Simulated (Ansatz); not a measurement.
# SiH2SClO2 (SMILES O[Si](O)([S])Cl) at UHF/STO-3G

Aim: the vertical doublet–quartet gap of SiH2SClO2 at UHF/STO-3G, from 2 runs. 

The calculation is run with Ansatz 0.2.0.

87 further runs of the same task are left out: 87 set aside as unsound or not needed.

## 1. Starting point

SiH2SClO2 has 7 atoms, charge 0, and is taken as a doublet. As SMILES, `O[Si](O)([S])Cl`. The shape is that of a PBE0-D4/def2-TZVP optimisation. This is one conformer, not always the lowest.

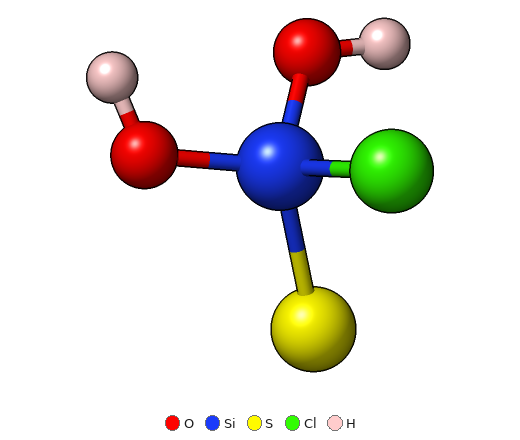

Viewed from a chosen angle; oxygen red, silicon blue, sulfur yellow, chlorine green, hydrogen pink.

## 2. The energy at UHF/STO-3G

input.yaml

```yaml
crystal:
  periodic: [false, false, false]
  atoms:
    - {symbol: O, position_ang: [-0.721300, 0.390200, 1.089800]}
    - {symbol: Si, position_ang: [0.021300, -0.031700, -0.297300]}
    - {symbol: O, position_ang: [0.987900, -1.278400, 0.072600]}
    - {symbol: S, position_ang: [-1.252400, -0.496200, -1.902100]}
    - {symbol: Cl, position_ang: [1.072800, 1.560300, -1.054000]}
    - {symbol: H, position_ang: [-1.337800, 1.124200, 1.063500]}
    - {symbol: H, position_ang: [1.290700, -1.336400, 0.981700]}
basis:
  gaussian:
    orbitals: STO-3G
magnetization:
  spin_polarized: true
  initial_magnetization: 1
hamiltonian:
  xc: hf
accuracy: high
output:
  orbitals: {seedname: orbitals}
```

Started as:

```bash
$ ansatz run input.yaml --threads 1 --pin off --max-ram 2610MiB --events-out events.jsonl --progress --plain --runs-dir runs
```

The program printed:

```text
Warning: RAYON_NUM_THREADS=1 ignored (pool sized by the plan → 1); use --threads N
Functional definition: HF
  name "HF"
  exchange = exact_x
  correlation = 0
809 factors; integrals over basis functions are off by at most 3.1e-8 eV
mean field evaluation 1: about -34889.9186 eV, gradient 2.1e1 eV
mean field evaluation 2: about -34890.0077 eV, gradient 2.1e1 eV
mean field evaluation 4: about -34893.2345 eV, gradient 9.9e-1 eV
mean field evaluation 8: about -34893.2459 eV, gradient 1.9e-2 eV
mean field evaluation 16: about -34893.1084 eV, gradient 1.6e0 eV
mean field evaluation 32: about -34893.1966 eV, gradient 1.1e-1 eV
mean field evaluation 64: about -34893.2459 eV, gradient 1.3e-3 eV
mean field -34893.24591673 eV, -1282.3031359482 hartree, gradient 2.5e-8 eV, S^2 0.753105; 3 other end points of the search recorded, 0 dependent functions left out
reference -34893.24591673 eV, -1282.3031359482 hartree; 33, 32 occupied and 6, 7 virtual orbitals, 809 factors
Total energy: -34893.24591673 eV, -1282.3031359482 hartree
```

Run time: 1.3 s. Hardware: 1 thread of Arm Neoverse V2, shared host; peak memory 0.13 GiB.

## 3. The quartet, same level

run.yaml

```yaml
crystal:
  periodic: [false, false, false]
  atoms:
    - symbol: O
      position_ang: [-0.721300, 0.390200, 1.089800]
    - symbol: Si
      position_ang: [0.021300, -0.031700, -0.297300]
    - symbol: O
      position_ang: [0.987900, -1.278400, 0.072600]
    - symbol: S
      position_ang: [-1.252400, -0.496200, -1.902100]
    - symbol: Cl
      position_ang: [1.072800, 1.560300, -1.054000]
    - symbol: H
      position_ang: [-1.337800, 1.124200, 1.063500]
    - symbol: H
      position_ang: [1.290700, -1.336400, 0.981700]
basis:
  gaussian: {orbitals: STO-3G}
magnetization: {spin_polarized: true, initial_magnetization: 3}
hamiltonian: {xc: hf}
accuracy: high
output: {orbitals: {seedname: orbitals}}
```

Started as:

```bash
$ ansatz run run.yaml --threads 1 --pin off --max-ram 2610MiB --events-out events.jsonl --progress --plain --runs-dir runs
```

The program printed:

```text
Warning: RAYON_NUM_THREADS=1 ignored (pool sized by the plan → 1); use --threads N
[... 4 set-up lines as earlier in the session ...]
809 factors; integrals over basis functions are off by at most 3.1e-8 eV
mean field evaluation 1: about -34881.8613 eV, gradient 2.2e1 eV
mean field evaluation 2: about -34882.0397 eV, gradient 2.2e1 eV
mean field evaluation 4: about -34886.4214 eV, gradient 2.4e0 eV
mean field evaluation 8: about -34886.6743 eV, gradient 7.5e-2 eV
mean field evaluation 16: about -34886.6719 eV, gradient 2.3e-8 eV
mean field evaluation 32: about -34885.7392 eV, gradient 6.8e0 eV
mean field -34886.67187659 eV, -1282.0615444290 hartree, gradient 2.3e-8 eV, S^2 3.755320; 0 other end points of the search recorded, 0 dependent functions left out
reference -34886.67187659 eV, -1282.0615444290 hartree; 34, 31 occupied and 5, 8 virtual orbitals, 809 factors
Total energy: -34886.67187659 eV, -1282.0615444290 hartree
```

Wall time 0.9 s (1 thread of Arm Neoverse V2, shared host); peak memory 0.12 GiB.

## 4. Summary of results

At UHF/STO-3G:

```
                                        quantity           value
                           doublet: total energy  -1282.30314 Eh
     doublet: HOMO energy (highest over α and β)        -7.32 eV
      doublet: LUMO energy (lowest over α and β)         4.84 eV
                                   doublet: ⟨S²⟩           0.753
                           quartet: total energy  -1282.06154 Eh
     quartet: HOMO energy (highest over α and β)        -0.12 eV
      quartet: LUMO energy (lowest over α and β)         3.23 eV
                                   quartet: ⟨S²⟩           3.755
vertical energy of the quartet above the doublet        6.574 eV
```

What this shows: At this shape the quartet lies 6.57 eV (152 kcal/mol) above the doublet. In a minimal basis such a difference can be off by several eV, whatever the method.
